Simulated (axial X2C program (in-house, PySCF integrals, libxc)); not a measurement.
# Ca₂⁺: from the state search to constants

What are the state, bond length, wavenumber and bond energy of Ca₂⁺, and what does spin–orbit coupling change?

Computed with an in-house X2C program for linear molecules on PySCF integrals. Level: all-electron X2C, Ca dyall-cv3z.

All values are calculated.

### 1 The job

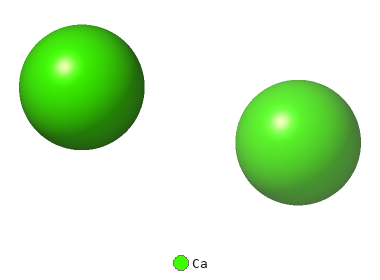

The two atoms at 3.420 Å (calcium green).

task.json

```json
{"zs": [20, 20], "q": 1, "bas": ["dyall-cv3z", "dyall-cv3z"], "levels": ["PBE0", "HF", "BP86"], "cc": true, "r0": 3.42, "thr": -1.0, "nmax": 90, "npts": 10, "nst": 2, "ntry": 6}
```

Keys: zs atomic numbers; q charge; bas basis sets; levels methods (HF also brings MP2); cc coupled cluster on or off; r0 starting distance in Å; thr threshold in hartree for freezing inner shells (an s shell follows its p shell); nmax most natural virtual spinors; npts points asked for on the curve; nst determinants followed; ntry starts of the search.

On the command line:

```
$ python so2c.py task.json out
```

Spin-free means the one-electron spin-free X2C Hamiltonian; two-component (2c) means X2C with spin–orbit coupling and atomic mean-field two-electron Coulomb and Gaunt terms. Basis: Ca dyall-cv3z contracted to [11s12p6d4f]; Gaussian nuclei, density fitting. Masses: Ca 39.963 u.

Notation: σ, π±, δ± give the projection m of an orbital's angular momentum (0, ±1, ±2), α and β its spin, Λ and M_S the sums; ω is the projection of a spinor's total angular momentum and Ω the sum. Logs are in hartree.

The results follow Hamiltonian by Hamiltonian and level by level.

### 2 Search for the lowest determinant

PBE0 moves the distance from 3.420 Å to 3.853 Å and compares determinants there.

Spin-free determinants:

```tsv
ΔE (eV)	state	open shells
0.00	M_S = 1/2, Λ = 0	beyond closed shells: σα
1.09	M_S = 1/2, Λ = 1	beyond closed shells: π+α
1.65	M_S = 3/2, Λ = 0	beyond closed shells: 3 × σα
1.68	M_S = 3/2, Λ = 1	beyond closed shells: 2 × σα, π+α
1.79	M_S = 1/2, Λ = 2	beyond closed shells: δ+α
2.27	M_S = 1/2, Λ = 1	beyond closed shells: 2 × σα, π+β
```

Two-component determinants:

```csv
ΔE (eV),state,open shells
0.00,Ω = 1/2,excess of +ω over −ω: ω = 1/2
1.09,Ω = 3/2,excess of +ω over −ω: ω = 3/2
1.65,Ω = 3/2,excess of +ω over −ω: 3 × ω = 1/2
1.68,Ω = 5/2,"excess of +ω over −ω: 2 × ω = 1/2, ω = 3/2"
1.79,Ω = 5/2,excess of +ω over −ω: ω = 5/2
2.27,Ω = 1/2,"excess of +ω over −ω: 2 × ω = -1/2, ω = 3/2"
2.67,Ω = 7/2,"excess of +ω over −ω: 2 × ω = 1/2, ω = 5/2"
```

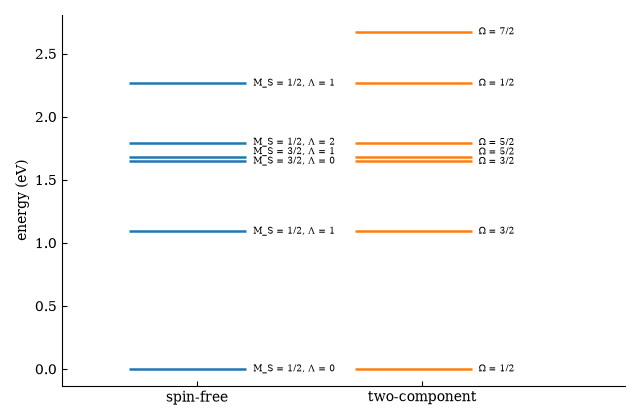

The determinants found, each set from its own lowest.

### 3 PBE0, spin-free

State followed: M_S = 1/2, Λ = 0 (beyond closed shells: σα). The scan is laid around 3.853 Å, a first estimate of the minimum, and this SCF restarts from the orbitals of the search.

Output at 3.853 Å:

```text
spin-free X2C-1e  PBE0
basis functions 210  fitting functions 684  grid points 5812
iter        total energy     max residual
   1      -1360.398078456     4.84e-05
   2      -1360.398078501     3.75e-05
   3      -1360.398078527     7.37e-06
   4      -1360.398078529     3.19e-06
converged
one-electron -1964.94886474  Coulomb 621.72062922  exact exchange -17.70311254  xc functional -54.40337319  nuclear repulsion 54.93664271
```

Along the bond, energies from the lowest point:

| R (Å) | E (eV) | HOMO (eV) | LUMO (eV) | iterations |
| --- | --- | --- | --- | --- |
| 3.352 | 0.2178 | -7.71 | -5.95 | 21 |
| 3.506 | 0.0907 | -7.73 | -5.98 | 13 |
| 3.622 | 0.0359 | -7.76 | -6.01 | 11 |
| 3.737 | 0.0077 | -7.78 | -6.04 | 10 |
| 3.853 | 0.0000 | -7.81 | -6.07 | 4 |
| 3.988 | 0.0107 | -7.84 | -6.11 | 10 |
| 4.123 | 0.0367 | -7.87 | -6.14 | 9 |
| 4.296 | 0.0852 | -7.91 | -6.19 | 10 |
| 4.508 | 0.1578 | -7.95 | -6.25 | 9 |
| 4.816 | 0.2723 | -7.99 | -6.33 | 9 |

Outer orbitals at the reference distance:

```tsv
symmetry	occupied	ε (eV)	atomic character
π+α	yes	-34.88	100% Ca p
π-α	yes	-34.88	100% Ca p
π+α	yes	-34.87	100% Ca p
π-α	yes	-34.87	100% Ca p
π-β	yes	-34.82	100% Ca p
π+β	yes	-34.82	100% Ca p
σα	yes	-34.81	100% Ca p
π-β	yes	-34.81	100% Ca p
π+β	yes	-34.81	100% Ca p
σα	yes	-34.78	100% Ca p
σβ	yes	-34.76	100% Ca p
σβ	yes	-34.72	100% Ca p
σα	yes	-9.19	88% Ca s, 8% Ca p
σβ	yes	-9.09	71% Ca s, 20% Ca p, 9% Ca d
σα	yes	-7.81	69% Ca s, 25% Ca p, 6% Ca d
σβ	no	-6.07	69% Ca s, 25% Ca p, 6% Ca d
π+α	no	-5.36	54% Ca d, 46% Ca p
π-α	no	-5.36	54% Ca d, 46% Ca p
π-β	no	-5.31	64% Ca d, 35% Ca p
```

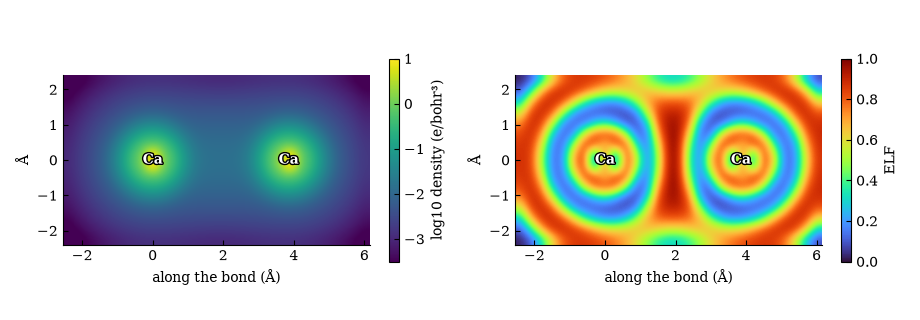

PBE0 fields in a plane through the axis, from a grid of 0.3 Å; Ca lies at z = 0 and Ca at z = 3.853 Å; the ELF is damped to zero where the density is low.

Re = 3.846 Å, ωe = 127.4 cm⁻¹, ωexe = 0.541 cm⁻¹, Be = 0.05703 cm⁻¹, De = 1.31 eV.

### 4 HF, spin-free

Output at 3.853 Å:

```text
spin-free X2C-1e  HF
basis functions 210  fitting functions 684  grid points 5812
iter        total energy     max residual
   1      -1359.104042947     1.72e-01
   2      -1359.119897041     8.35e-03
   3      -1359.121667913     1.15e-02
   4      -1359.122753696     7.73e-03
   5      -1359.123081675     2.51e-03
   6      -1359.123198271     1.49e-03
   7      -1359.123213544     7.78e-04
   8      -1359.123217888     2.29e-04
   9      -1359.123219114     1.85e-04
  10      -1359.123219455     9.64e-05
  11      -1359.123219521     2.44e-05
  12      -1359.123219532     1.29e-05
  13      -1359.123219534     6.22e-06
  14      -1359.123219534     7.04e-07
converged
one-electron -1964.11353853  Coulomb 620.90708318  exact exchange -70.85340690  xc functional 0.00000000  nuclear repulsion 54.93664271
```

Re = 4.110 Å, ωe = 110.2 cm⁻¹, ωexe = 0.32 cm⁻¹, Be = 0.04995 cm⁻¹, De = 1.08 eV. ⟨S²⟩ = 1.10 against 0.75 for a pure state, so this determinant mixes spins.

### 5 BP86, spin-free

The SCF at the reference distance of 3.853 Å:

```text
spin-free X2C-1e  BP86
basis functions 210  fitting functions 684  grid points 5812
iter        total energy     max residual
   1      -1360.905822302     1.08e-01
   2      -1360.908859507     2.33e-03
   3      -1360.908954486     5.17e-03
   4      -1360.909022564     1.09e-03
   5      -1360.909033304     8.37e-04
   6      -1360.909036817     1.76e-04
   7      -1360.909037133     5.26e-05
   8      -1360.909037220     3.44e-05
   9      -1360.909037238     1.11e-05
  10      -1360.909037240     1.60e-06
converged
one-electron -1965.27563354  Coulomb 622.05390551  exact exchange 0.00000000  xc functional -72.62395192  nuclear repulsion 54.93664271
```

Re = 3.815 Å, ωe = 126.4 cm⁻¹, ωexe = 0.623 cm⁻¹, Be = 0.05797 cm⁻¹, De = 1.32 eV.

### 6 MP2 and beyond, spin-free

Correlated methods: 3 electrons correlated (frozen shells, counted by type: Ca 3 s, 2 p), 305 virtual spinors in MP2, 61 natural virtuals in coupled cluster.

Output of the correlated part at 3.853 Å:

```text
correlated 3  virtual 305  natural virtual 61  E(MP2) -0.016716506  MP2 remainder -0.000572929
iter   CCSD correlation   residual
   1     -0.021288214   1.22e-01
   2     -0.026724130   7.64e-02
   3     -0.028641410   3.45e-02
   4     -0.029457255   1.58e-02
   5     -0.029395248   6.05e-03
   6     -0.029518016   2.08e-03
   7     -0.029495872   6.83e-04
   8     -0.029491451   2.15e-04
   9     -0.029491930   9.45e-05
  10     -0.029492210   2.90e-05
  11     -0.029492155   8.70e-06
  12     -0.029492204   2.65e-06
  13     -0.029492237   7.03e-07
  14     -0.029492240   1.85e-07
(T) -0.000565703  T1 0.1140  D1 0.1665  max T2 0.133
```

T1 in the output is the amplitude norm over the root of the electron number; divide by √2 for the Lee–Taylor value.

MP2: No constants are quoted: the reference is strongly spin-contaminated.

CCSD: Re = 3.939 Å, ωe = 126.3 cm⁻¹, ωexe = 0.446 cm⁻¹, Be = 0.05437 cm⁻¹, De = 1.09 eV. T1 at Re = 0.082 (Lee–Taylor, the printed value over √2).

CCSD(T): Re = 3.931 Å, ωe = 127.1 cm⁻¹, ωexe = 0.45 cm⁻¹, Be = 0.05459 cm⁻¹, De = 1.10 eV. T1 at Re = 0.082 (Lee–Taylor, the printed value over √2).

### 7 A higher determinant, spin-free

State: M_S = 1/2, Λ = 1 (beyond closed shells: π+α).

Output at the reference distance:

```text
spin-free X2C-1e  PBE0
basis functions 210  fitting functions 684  grid points 5812
iter        total energy     max residual
   1      -1360.357979903     1.85e-05
   2      -1360.357979914     7.37e-06
   3      -1360.357979916     4.22e-06
converged
one-electron -1966.08555910  Coulomb 622.94962897  exact exchange -17.70722479  xc functional -54.45146770  nuclear repulsion 54.93664271
```

| R (Å) | E above the lowest PBE0 point (eV) |
| --- | --- |
| 3.352 | 0.724 |
| 3.506 | 0.799 |
| 3.622 | 0.882 |
| 3.737 | 0.981 |
| 3.853 | 1.091 |
| 3.988 | 1.229 |
| 4.123 | 1.372 |
| 4.296 | 1.557 |
| 4.508 | 1.778 |

No constants are quoted: the lowest point is the short end of the scan.

### 8 The spin-free curves together

Energy (eV) of the followed determinant, spin-free, from each level's lowest point:

| R (Å) | PBE0 | HF | MP2 (spin-contaminated) | CCSD | CCSD(T) | BP86 |
| --- | --- | --- | --- | --- | --- | --- |
| 3.352 | 0.218 | 0.446 | 0.334 | n/a | n/a | 0.186 |
| 3.506 | 0.091 | 0.251 | 0.167 | 0.150 | 0.146 | 0.072 |
| 3.622 | 0.036 | 0.150 | 0.086 | 0.073 | 0.070 | 0.025 |
| 3.737 | 0.008 | 0.080 | 0.035 | 0.026 | 0.024 | 0.003 |
| 3.853 | 0.000 | 0.035 | 0.008 | 0.003 | 0.002 | 0.000 |
| 3.988 | 0.011 | 0.007 | 0.000 | 0.000 | 0.000 | 0.014 |
| 4.123 | 0.037 | 0.000 | 0.011 | 0.016 | 0.017 | 0.042 |
| 4.296 | 0.085 | 0.014 | 0.044 | 0.057 | 0.059 | 0.091 |
| 4.508 | 0.158 | 0.055 | 0.105 | n/a | n/a | 0.160 |
| 4.816 | 0.272 | 0.144 | 0.214 | n/a | n/a | 0.263 |

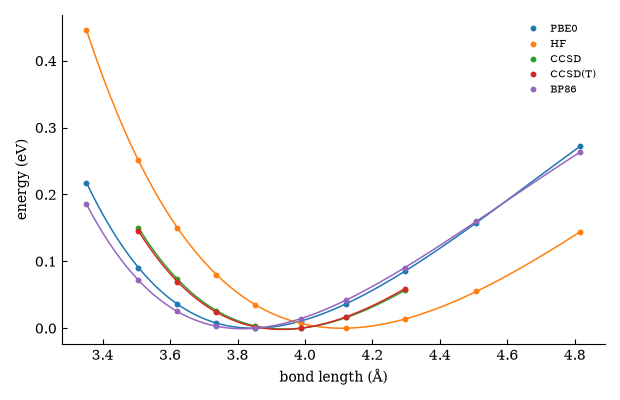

Curves of the followed state, spin-free, each from its own lowest point. Left out: MP2.

### 9 PBE0, 2c

State followed: Ω = 1/2 (excess of +ω over −ω: ω = 1/2). The scan is laid around 3.853 Å, a first estimate of the minimum, and this SCF restarts from the orbitals of the search.

Output at 3.853 Å:

```text
two-component X2C + atomic mean field  PBE0
basis functions 210  fitting functions 684  grid points 5812
iter        total energy     max residual
   1      -1360.128805906     2.50e-05
   2      -1360.128805911     9.49e-06
converged
one-electron -1964.25028814  Coulomb 621.54450786  exact exchange -17.69812957  xc functional -54.38790537  nuclear repulsion 54.93664271  atomic mean-field constant -0.27363341
```

Along the bond, energies from the lowest point:

| R (Å) | E (eV) | HOMO (eV) | LUMO (eV) | iterations |
| --- | --- | --- | --- | --- |
| 3.352 | 0.2179 | -7.71 | -5.95 | 25 |
| 3.506 | 0.0907 | -7.73 | -5.98 | 13 |
| 3.622 | 0.0359 | -7.76 | -6.01 | 11 |
| 3.737 | 0.0077 | -7.78 | -6.04 | 10 |
| 3.853 | 0.0000 | -7.81 | -6.07 | 2 |
| 3.988 | 0.0107 | -7.84 | -6.11 | 10 |
| 4.123 | 0.0367 | -7.87 | -6.14 | 9 |
| 4.296 | 0.0852 | -7.91 | -6.19 | 10 |
| 4.508 | 0.1578 | -7.95 | -6.25 | 9 |
| 4.816 | 0.2723 | -7.99 | -6.33 | 9 |

Outer spinors at the reference distance:

```tsv
ω	occupied	ε (eV)	atomic character	λ mixture
-1/2	yes	-35.08	100% Ca p	78% π, 22% σ
-1/2	yes	-35.07	100% Ca p	82% π, 18% σ
1/2	yes	-35.05	100% Ca p	66% π, 34% σ
1/2	yes	-35.04	100% Ca p	71% π, 29% σ
3/2	yes	-34.74	100% Ca p	100% π
3/2	yes	-34.74	100% Ca p	100% π
-3/2	yes	-34.68	100% Ca p	100% π
1/2	yes	-34.68	100% Ca p	66% σ, 34% π
-3/2	yes	-34.68	100% Ca p	100% π
-1/2	yes	-34.66	100% Ca p	78% σ, 22% π
1/2	yes	-34.65	100% Ca p	71% σ, 29% π
-1/2	yes	-34.62	100% Ca p	82% σ, 18% π
1/2	yes	-9.19	88% Ca s, 8% Ca p	100% σ
-1/2	yes	-9.09	71% Ca s, 20% Ca p, 9% Ca d	100% σ
1/2	yes	-7.81	69% Ca s, 25% Ca p, 6% Ca d	100% σ
-1/2	no	-6.07	69% Ca s, 25% Ca p, 6% Ca d	100% σ
-1/2	no	-5.36	54% Ca d, 46% Ca p	100% π
3/2	no	-5.36	55% Ca d, 45% Ca p	100% π
1/2	no	-5.32	64% Ca d, 35% Ca p	100% π
```

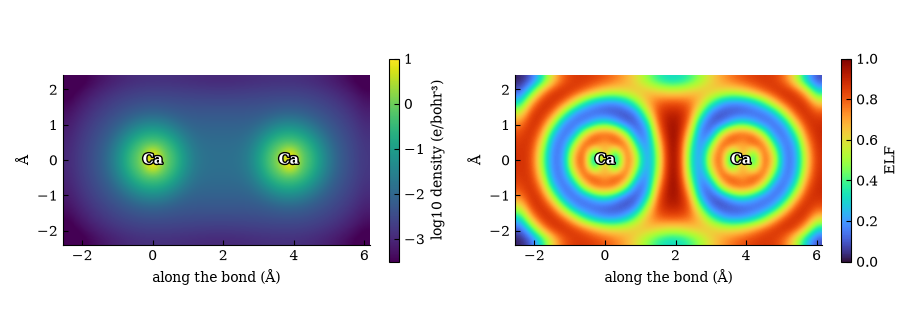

PBE0 fields in a plane through the axis, from a grid of 0.3 Å; Ca lies at z = 0 and Ca at z = 3.853 Å; the ELF is damped to zero where the density is low.

Re = 3.846 Å, ωe = 127.4 cm⁻¹, ωexe = 0.541 cm⁻¹, Be = 0.05703 cm⁻¹, De = 1.31 eV.

### 10 HF, 2c

Output at 3.853 Å:

```text
two-component X2C + atomic mean field  HF
basis functions 210  fitting functions 684  grid points 5812
iter        total energy     max residual
   1      -1358.835289252     1.72e-01
   2      -1358.851147230     8.35e-03
   3      -1358.852920039     1.15e-02
   4      -1358.854005021     7.73e-03
   5      -1358.854332757     2.50e-03
   6      -1358.854449310     1.50e-03
   7      -1358.854464615     7.79e-04
   8      -1358.854468975     2.30e-04
   9      -1358.854470207     1.86e-04
  10      -1358.854470549     9.68e-05
  11      -1358.854470616     2.45e-05
  12      -1358.854470628     1.29e-05
  13      -1358.854470629     6.25e-06
  14      -1358.854470630     7.07e-07
converged
one-electron -1963.41477786  Coulomb 620.73078084  exact exchange -70.83348291  xc functional 0.00000000  nuclear repulsion 54.93664271  atomic mean-field constant -0.27363341
```

Re = 4.110 Å, ωe = 110.2 cm⁻¹, ωexe = 0.32 cm⁻¹, Be = 0.04995 cm⁻¹, De = 1.08 eV.

### 11 BP86, 2c

The SCF at the reference distance of 3.853 Å:

```text
two-component X2C + atomic mean field  BP86
basis functions 210  fitting functions 684  grid points 5812
iter        total energy     max residual
   1      -1360.636214493     1.08e-01
   2      -1360.639254247     2.34e-03
   3      -1360.639350386     5.18e-03
   4      -1360.639418674     1.11e-03
   5      -1360.639429565     8.46e-04
   6      -1360.639433128     1.80e-04
   7      -1360.639433452     5.31e-05
   8      -1360.639433541     3.50e-05
   9      -1360.639433560     1.13e-05
  10      -1360.639433562     1.56e-06
converged
one-electron -1964.57852838  Coulomb 621.87932588  exact exchange 0.00000000  xc functional -72.60324037  nuclear repulsion 54.93664271  atomic mean-field constant -0.27363341
```

Re = 3.815 Å, ωe = 126.4 cm⁻¹, ωexe = 0.623 cm⁻¹, Be = 0.05797 cm⁻¹, De = 1.32 eV.

### 12 Correlated methods, 2c

Correlated methods: 3 electrons correlated (frozen shells, counted by type: Ca 3 s, 2 p), 305 virtual spinors in MP2, 61 natural virtuals in coupled cluster.

Output of the correlated part at 3.853 Å:

```text
correlated 3  virtual 305  natural virtual 61  E(MP2) -0.016717368  MP2 remainder -0.000572953
iter   CCSD correlation   residual
   1     -0.021289229   1.22e-01
   2     -0.026724266   7.64e-02
   3     -0.028641218   3.45e-02
   4     -0.029456688   1.58e-02
   5     -0.029394676   6.04e-03
   6     -0.029517432   2.08e-03
   7     -0.029495270   6.83e-04
   8     -0.029490853   2.15e-04
   9     -0.029491330   9.46e-05
  10     -0.029491610   2.90e-05
  11     -0.029491554   8.75e-06
  12     -0.029491603   2.72e-06
  13     -0.029491638   7.81e-07
  14     -0.029491641   2.88e-07
(T) -0.000565660  T1 0.1140  D1 0.1664  max T2 0.133
```

MP2: No constants are quoted: the reference is strongly spin-contaminated.

CCSD: Re = 3.939 Å, ωe = 126.3 cm⁻¹, ωexe = 0.453 cm⁻¹, Be = 0.05437 cm⁻¹, De = 1.09 eV. T1 at Re = 0.082 (Lee–Taylor, the printed value over √2).

CCSD(T): Re = 3.931 Å, ωe = 127.1 cm⁻¹, Be = 0.05458 cm⁻¹, De = 1.10 eV. T1 at Re = 0.082 (Lee–Taylor, the printed value over √2).

### 13 A higher determinant, 2c

State: Ω = 3/2 (excess of +ω over −ω: ω = 3/2).

Output at the reference distance:

```text
two-component X2C + atomic mean field  PBE0
basis functions 210  fitting functions 684  grid points 5812
iter        total energy     max residual
   1      -1360.088692402     5.12e-05
   2      -1360.088692440     2.77e-05
   3      -1360.088692471     4.50e-05
   4      -1360.088692474     5.44e-06
converged
one-electron -1965.39876583  Coulomb 622.78587275  exact exchange -17.70232692  xc functional -54.43648177  nuclear repulsion 54.93664271  atomic mean-field constant -0.27363341
```

| R (Å) | E above the lowest PBE0 point (eV) |
| --- | --- |
| 3.352 | 0.725 |
| 3.506 | 0.800 |
| 3.622 | 0.882 |
| 3.737 | 0.981 |
| 3.853 | 1.092 |
| 3.988 | 1.229 |
| 4.123 | 1.372 |
| 4.296 | 1.557 |
| 4.508 | 1.777 |

No constants are quoted: the lowest point is the short end of the scan.

### 14 The 2c curves together

Energy (eV) of the followed determinant, 2c, from each level's lowest point:

| R (Å) | PBE0 | HF | MP2 (spin-contaminated) | CCSD | CCSD(T) | BP86 |
| --- | --- | --- | --- | --- | --- | --- |
| 3.352 | 0.218 | 0.446 | 0.334 | n/a | n/a | 0.185 |
| 3.506 | 0.091 | 0.251 | 0.167 | 0.150 | 0.145 | 0.072 |
| 3.622 | 0.036 | 0.150 | 0.086 | 0.073 | 0.070 | 0.025 |
| 3.737 | 0.008 | 0.080 | 0.036 | 0.026 | 0.024 | 0.003 |
| 3.853 | 0.000 | 0.035 | 0.008 | 0.003 | 0.002 | 0.000 |
| 3.988 | 0.011 | 0.007 | 0.000 | 0.000 | 0.000 | 0.014 |
| 4.123 | 0.037 | 0.000 | 0.011 | 0.016 | 0.017 | 0.042 |
| 4.296 | 0.085 | 0.014 | 0.044 | 0.057 | 0.059 | 0.091 |
| 4.508 | 0.158 | 0.055 | 0.105 | n/a | n/a | 0.160 |
| 4.816 | 0.272 | 0.144 | 0.214 | n/a | n/a | 0.264 |

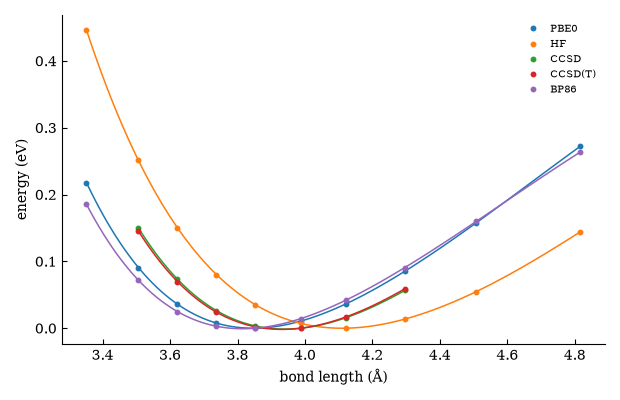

Curves of the followed state, 2c, each from its own lowest point. Left out: MP2.

Time for the job: 88 s (1 thread of Arm Neoverse V1, shared host); peak memory 0.4 GiB.

### 15 Constants

Lowest determinant that the search found at its distance, spin-free: M_S = 1/2, Λ = 0 (beyond closed shells: σα).

Lowest determinant that the search found at its distance, 2c: Ω = 1/2 (excess of +ω over −ω: ω = 1/2).

| Hamiltonian | level | Re (Å) | ωe (cm⁻¹) | De (eV) |
| --- | --- | --- | --- | --- |
| spin-free | PBE0 | 3.846 | 127.4 | 1.31 |
| spin-free | HF | 4.110 | 110.2 | 1.08 |
| spin-free | CCSD | 3.939 | 126.3 | 1.09 |
| spin-free | CCSD(T) | 3.931 | 127.1 | 1.10 |
| spin-free | BP86 | 3.815 | 126.4 | 1.32 |
| 2c | PBE0 | 3.846 | 127.4 | 1.31 |
| 2c | HF | 4.110 | 110.2 | 1.08 |
| 2c | CCSD | 3.939 | 126.3 | 1.09 |
| 2c | CCSD(T) | 3.931 | 127.1 | 1.10 |
| 2c | BP86 | 3.815 | 126.4 | 1.32 |

No constants: spin-free MP2 (the reference is strongly spin-contaminated); 2c MP2 (the reference is strongly spin-contaminated). Spin-free ⟨S²⟩ is off its pure value at HF 1.10.

Time per point (s) on 1 thread of Arm Neoverse V1, shared host (2c runs; CCSD comes with the CCSD(T) run); the times are rough: PBE0 0.79, HF 0.52, CCSD(T) 1.1, BP86 0.5.

**Reading.** At CCSD(T), going from spin-free to two-component changes Re by 0 mÅ, ωe by 0.0 %; the spin-free picture holds up (part of it comes from the scalar share of the two-electron terms). It costs about 1.5 times the time. De moves by 0.00 eV; both De rest on single-determinant atoms, which can miss part of an open shell's spin–orbit lowering.

De refers to Ca + Ca+, each in the lowest determinant found, which need not be this curve's own limit. Each curve is one determinant whose occupation by symmetry is held fixed; it was picked as the lowest of a PBE0 search that is not exhaustive. De is counted from the lowest determinant-based energies of the atoms at the same level, without counterpoise correction. Density functionals use the spin component along the axis (collinear). Coupled cluster ran in a truncated set of natural virtual spinors; the MP2 energy of the rest was added. The spin-free determinant is spin-contaminated at some levels. T1 at Re is 0.082 (Lee–Taylor), above the customary mark of 0.02.
